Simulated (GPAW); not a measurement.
# TiO2 (Anatase): G0W0 with GPAW, start to end, part 2 of 2

How does a plane-wave GW calculation on TiO2 (Anatase) run from the first input to the gap?

GPAW 26.7.0; LDA and many-body steps on it, plane waves. Known limits of the many-body steps: not at the basis limit.

So far. Step 3 (Bands along the symmetry lines): The gap is 2.020 eV, −0.047 eV from the run before at this level. Step 4 (Empty states on the mesh, 6×6×6 mesh, 91 bands): On this mesh the gap is 2.069 eV.

## (5) Screening and self-energy, 6×6×6 mesh, 81 bands, screening to 65 eV

Now the one-shot GW correction: screening in the RPA, then the self-energy of the levels asked for.

This step: G0W0 on LDA, plane waves, PAW.

The input, run.py:

```python
import json
import numpy as np
from gpaw.mpi import world
from gpaw.response.g0w0 import G0W0

gw = G0W0('full.gpw',
    filename='gw',
    kpts=[0, 14, 26],
    bands=(22, 26),
    ecut=65,
    nbands=81,
    integrate_gamma='WS',
    ppa=True)
gw.calculate()
res = {mode: {k: v for k, v in r.items() if k != 'sigma_eskwn'}
       for mode, r in gw.all_results.items()}

if world.rank == 0:
    with open('result.json', 'w') as f:
        json.dump(res, f, default=lambda x: x.tolist())
```

Launch:

```
mpirun -n 8 gpaw python run.py
```

Numbers of over 12 decimals in the logs are rounded to 6 here.

What it wrote:

```text
Using integrator: PointIntegrator
FrequencyGridDescriptor(from 0.000+0.000j to 0.000+27.211j eV, 2 points)
Nonperiodic BCs:  [False False False]
Using integrator: PointIntegrator
FrequencyGridDescriptor(from 0.000+0.000j to 0.000+27.211j eV, 2 points)
Nonperiodic BCs:  [False False False]
  ___  _ _ _
 |   || | | |
 | | || | | |
 |__ ||_____|
 |___|

BZ k-points: Symmetries present (total): 8

  [... matrices ...]
216 k-points: 6 x 6 x 6 Monkhorst-Pack grid + [1/12,1/12,1/12]
30 k-points in the irreducible part of the Brillouin zone
       k-points in crystal coordinates                weights
   0:     0.00000000    0.00000000    0.00000000          1/216
   1:     0.16666667   -0.16666667    0.00000000          4/216
   2:     0.16666667   -0.16666667    0.16666667          4/216
   3:     0.16666667    0.00000000    0.00000000          8/216
   4:     0.16666667    0.16666667   -0.16666667          2/216
   5:     0.33333333   -0.33333333    0.00000000          4/216
   6:     0.33333333   -0.33333333    0.16666667          8/216
   7:     0.33333333   -0.33333333    0.33333333          4/216
   8:     0.33333333   -0.16666667    0.00000000         16/216
   9:     0.33333333   -0.16666667    0.16666667          8/216
          ...
  29:     0.50000000    0.50000000    0.50000000          1/216

Distributing spins, k-points and bands (1 x 3 x 4) over 8 processes
Number of blocks: 1

Quasi particle states:
k-points (IBZ indices): [0, 14, 26]
Band range: (22, 26)
  [... matrices ...]
Computational parameters:
Plane wave cut-off: 65 eV
Number of bands: 81
Coulomb cutoff: None
Broadening: 0.1 eV

fxc modes: GW
Kernel: RPA
Using Godby-Needs plasmon-pole approximation:
  Fitting energy: i*E0, E0 = 1.000 Hartree
Summing all q:

Calculating screened Coulomb potential
No Coulomb truncation
FrequencyGridDescriptor(from 0.000+0.000j to 0.000+27.211j eV, 2 points)
Removing empty qpoint cache files...

Calculating chi0 body with:
    Ground state adapter containing:
    Number of spins: 1
    Number of kpoints: 216
    Number of irreducible kpoints: 30
    Number of completely occupied states: 24
    Number of partially occupied states: 24
    Occupied states memory: 12.0 M / cpu

    Linear response parametrization:
    q_c: [1.3877787807814457e-17, 1.3877787807814457e-17, 1.3877787807814457e-17]
    Number of frequency points: 2
    Planewave cutoff: 65.0
    Number of bands: 81
    Number of planewaves: 79
    Broadening (eta): 1e-06
    comm.size: 8
    kncomm.size: 8
    blockcomm.size: 1

    Memory estimate of potentially large arrays:
        chi0_wGG: 0.190460 M / cpu
Integrating chi0 body.

Symmetries of q_c:
    Direct symmetries (Uq -> q): 8
    Indirect symmetries (TUq -> q): 8
In total 16 allowed symmetries.

  [... matrices ...]
30 groups of equivalent kpoints. 86.111111% reduction.

Integral kind: response function
Integrating chi0 head and wings.

Symmetries of q_c:
    Direct symmetries (Uq -> q): 8
    Indirect symmetries (TUq -> q): 8
In total 16 allowed symmetries.

  [... matrices ...]
30 groups of equivalent kpoints. 86.111111% reduction.

Integral kind: response function wings

Calculating chi0 body with:
    Ground state adapter containing:
    Number of spins: 1
    Number of kpoints: 216
    Number of irreducible kpoints: 30
    Number of completely occupied states: 24
    Number of partially occupied states: 24
[... the further q-points ...]

Results:
f:      Occupation numbers
eps:     KS-eigenvalues [eV]
vxc:     KS vxc [eV]
exx:     Exact exchange [eV]
sigma:   Self-energies [eV]
dsigma:  Self-energy derivatives
Z:       Renormalization factors
qp:      QP-energies [eV]

k-point 0 (0): (0.000, 0.000, 0.000)                GW
band       f     eps     vxc     exx   sigma  dsigma       Z      qp
                                                                   GW
  22   1.000   3.269 -20.473 -25.149   4.981  -0.325   0.755   3.499
  23   1.000   3.269 -20.473 -25.149   4.981  -0.325   0.755   3.499
  24   0.000   5.783 -21.088 -13.060  -5.141  -0.287   0.777   8.026
  25   0.000   6.555 -22.466 -13.432  -5.851  -0.311   0.763   8.982

k-point 1 (14): (0.333, 0.333, -0.333)                GW
band       f     eps     vxc     exx   sigma  dsigma       Z      qp
                                                                   GW
  22   1.000   3.578 -21.465 -25.938   4.925  -0.314   0.761   3.921
  23   1.000   3.578 -21.465 -25.938   4.925  -0.314   0.761   3.921
  24   0.000   5.965 -21.390 -13.123  -5.311  -0.292   0.774   8.253
  25   0.000   6.351 -22.075 -13.309  -5.663  -0.304   0.767   8.730

k-point 2 (26): (0.500, 0.500, 0.000)                GW
band       f     eps     vxc     exx   sigma  dsigma       Z      qp
                                                                   GW
  22   1.000   3.713 -21.090 -25.671   4.978  -0.319   0.758   4.015
  23   1.000   3.714 -21.090 -25.671   4.978  -0.319   0.758   4.015
  24   0.000   7.063 -23.044 -13.873  -5.902  -0.322   0.756   9.535
  25   0.000   7.063 -23.044 -13.873  -5.902  -0.322   0.756   9.535
```

It took 4.5 min on 8 MPI ranks of Arm Neoverse V1, shared host; peak memory 5.3 GiB; 36 min of CPU time.

Numbers from this step:

| Property | Result |
| --- | --- |
| G0W0 gap on the points computed | 4.011 eV |
| least direct G0W0 gap on the computed points | 4.331 eV |
| Z at the valence top | 0.7580 |
| Z at the conduction bottom | 0.7769 |
| starting gap on the mesh | 2.069 eV |
| k of the valence top | 0.5, 0.5, 0 |
| k of the conduction bottom | 0, 0, 0 |

The gap on the mesh goes from 2.07 eV to 4.01 eV, a correction of +1.94 eV.

Limits: finite bands, cutoff and mesh. v1 is the top filled band, c1 the lowest empty one. The levels before and after the correction (eV, zero at the valence-band top of each column):

```csv
,conduction bottom,valence top
Kohn-Sham,2.07,0.00
G0W0,4.01,0.00
```

```
                       level  energy (eV)
Kohn-Sham            Γ v2-v1       -0.445
Kohn-Sham               Γ c1        2.069
Kohn-Sham               Γ c2        2.841
Kohn-Sham  (0.5 0.5 0) v2-v1        0.000
Kohn-Sham  (0.5 0.5 0) c1-c2        3.349
     G0W0            Γ v2-v1       -0.516
     G0W0               Γ c1        4.011
     G0W0               Γ c2        4.967
     G0W0  (0.5 0.5 0) v2-v1        0.000
     G0W0  (0.5 0.5 0) c1-c2        5.520
```

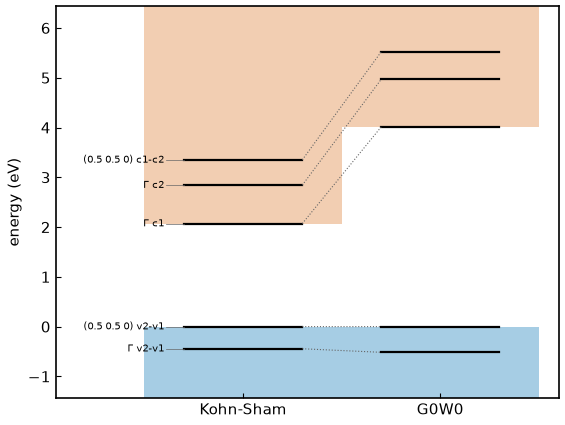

Levels before and after the correction. Shaded: valence and conduction bands.

## (6) Where the time went

Times are wall times on 8 MPI ranks of Arm Neoverse V1, shared host, good to a factor of about two.

| step | time | share | memory (GiB) |
| --- | --- | --- | --- |
| ground state | 21 s | 6 % | 1.8 |
| bands along the symmetry lines | 17 s | 5 % | 2.0 |
| empty states on the mesh | 29 s | 9 % | 2.0 |
| screening and self-energy | 4.5 min | 80 % | 5.3 |

## (7) Results

```
LDA gap                              : 2.02 eV, indirect
G0W0 gap on the mesh                 : 4.01 eV
G0W0 gap over the zone (rigid shift) : 3.96 eV
GW settings                          : 6×6×6 mesh, 81 bands, screening to 65 eV, Godby-Needs plasmon pole
known limits                         : not at the basis limit
```

In words: G0W0 moves the gap on the mesh from 2.07 eV to 4.01 eV (+1.94 eV), with Z of 0.76 and 0.78 at the edges. The mesh misses the band edges by 0.05 eV in all; a rigid shift gives 3.96 eV for the zone. Only 3 of the mesh's irreducible points were corrected, so a valley elsewhere could overtake. The dearest step here is «screening and self-energy». Against experiment, by G0W0@LDA: the gap of 3.96 eV lies +0.77 eV from the measured 3.19 eV (indirect, 2024); the gap of 3.96 eV lies +0.66 eV from the measured 3.3 eV (optical, 2022); the gap of 3.96 eV lies +0.79 eV from the measured 3.17 eV (kind not stated, 2020); the direct gap of 4.33 eV lies +1.15 eV from the measured 3.18 ± 0.03 eV (direct, 300 K, 2022); the direct gap of 4.33 eV lies +0.35 eV from the measured 3.98 eV (electronic, quoted 2020). An exciton line or allowed optical edge lies below the quasiparticle gap by the binding energy; a forbidden edge can push the onset above it. The calculation has static nuclei and no excitons; a measured gap holds zero-point and thermal motion, which mostly lowers it. A miss this large is more than these effects usually give: tightly bound excitons can cover part of it, absorption edges can read low, one-shot GW can overshoot, and the runs shown don't tell these apart. Bands and cutoff are finite, so the gap is not at the basis limit. The miss can reach some tenths of an eV and take either sign; the mesh is an error of its own. These stock PAW sets were not made for GW. In the G0W0 run levels were corrected at 3 k points alone, so a gap called «on the mesh» is the least over those, and an edge elsewhere would be missed.

[Paths, hosts, dates, memory and timing lines, banners, echoed tables and standing remarks are left out of the program output.]

[Logs are printed without paths, hosts, clocks, repeated set-up lines and the standing remarks that a program may print on its own settings, such as how far it seeks lower states.]

[Runs of the session that timed out or met a known fault of the program may be left out.]

[Hosts, paths, dates, database ids (printed as entryN), source tags and the programs' standing remarks are cut or masked in the printed files.]
